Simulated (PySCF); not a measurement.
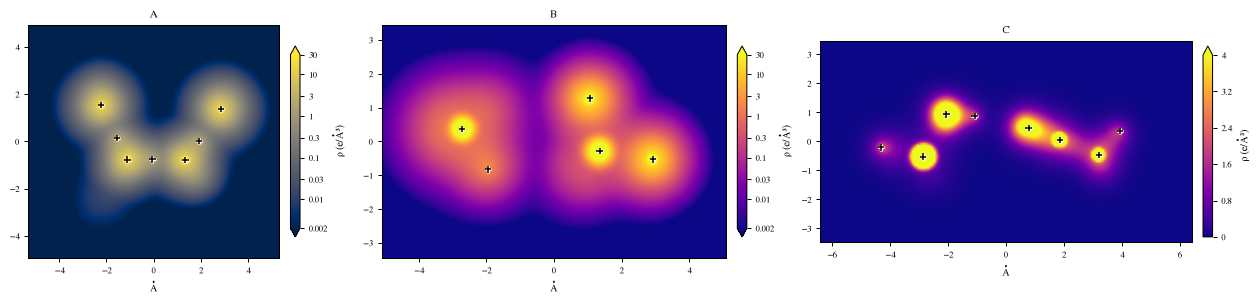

The electron density of 3 systems, each on a plane through atoms (crosses mark nuclei in the plane).

These are results of PySCF, wB97M-D3(BJ)/def2-SVPD, SCF density, gas phase, not measurements.

System 1: H₄OSi···C₂H₃N, the plane of atoms Si2, O1 and H3. Geometry: PBE0-D3(BJ)/def2-SVPD.

```yaml
atoms:
  - { symbol: O, position_ang: [-1.0194, -0.0019, -0.8365] }
  - { symbol: Si, position_ang: [0.3914, 0.1591, 0.0333] }
  - { symbol: H, position_ang: [-1.6704, -0.6288, -0.4792] }
  - { symbol: H, position_ang: [1.2039, 1.1962, -0.6615] }
  - { symbol: H, position_ang: [0.1336, 0.5913, 1.4441] }
  - { symbol: H, position_ang: [1.1665, -1.1213, 0.0900] }
  - { symbol: C, position_ang: [-3.9719, -3.5362, 2.0694] }
  - { symbol: C, position_ang: [-3.2944, -2.6158, 1.1767] }
  - { symbol: N, position_ang: [-2.7487, -1.8819, 0.4736] }
  - { symbol: H, position_ang: [-3.3795, -4.4541, 2.1804] }
  - { symbol: H, position_ang: [-4.0993, -3.0720, 3.0565] }
  - { symbol: H, position_ang: [-4.9597, -3.7944, 1.6658] }
```

System 2: H₁₁O₅ (SMILES [OH3+].O.O.O.O) (charge +1), the plane of atoms H4, O5 and H7. Geometry: PBE0-D3(BJ)/def2-SVPD.

```xyz
16

O     0.3676   -0.1016   -0.5915
H    -0.5671   -0.3920   -0.7320
H     0.5288    0.6775   -1.1309
H     1.1050   -0.3432    0.5787
O     1.6864   -0.5175    1.4397
H     2.5964   -0.9032    1.2570
H     1.2071   -0.9911    2.1830
O     0.4568   -1.6437    3.3911
H     0.3260   -1.2014    4.2357
H     0.1703   -2.5562    3.4945
O     4.0433   -1.4321    1.0246
H     4.8402   -0.9794    1.3177
H     4.3157   -2.1956    0.5068
O    -2.1262   -0.8959   -0.9363
H    -2.9084   -0.4482   -0.6000
H    -2.4218   -1.4919   -1.6311
```

System 3: SiF₄···PH₃, the plane of atoms F4, Si2 and F5. Geometry: PBE0-D3(BJ)/def2-SVPD.

```xyz
9

F     1.4330    0.2312   -0.4018
Si    0.0249   -0.0158    0.2976
F     0.2466   -0.3984    1.8269
F    -0.8451    1.3151    0.2132
F    -0.7469   -1.1898   -0.4491
P     2.2688   -3.4726    0.4396
H     1.0538   -3.5609    1.1839
H     2.5448   -2.1435    0.8807
H     1.6093   -3.0374   -0.7492
```

Match each panel to its system.

Answer. Panel A is system 2, H₁₁O₅: the plane holds O and H. O1···H4 (1.40 Å): the density falls to about 0.62 e/Å³ on the way. Panel B is system 3, SiF₄···PH₃: the plane holds Si, F, P and H. Si2···H8 (3.35 Å): the density falls to about 0.02 e/Å³ on the way (a non-bonded, intermolecular contact). Panel C is system 1, H₄OSi···C₂H₃N: the plane holds O, Si, H, C and N. N9···H3 (1.91 Å): the density falls to about 0.19 e/Å³ on the way (a closed-shell contact with the geometry of a hydrogen bond).
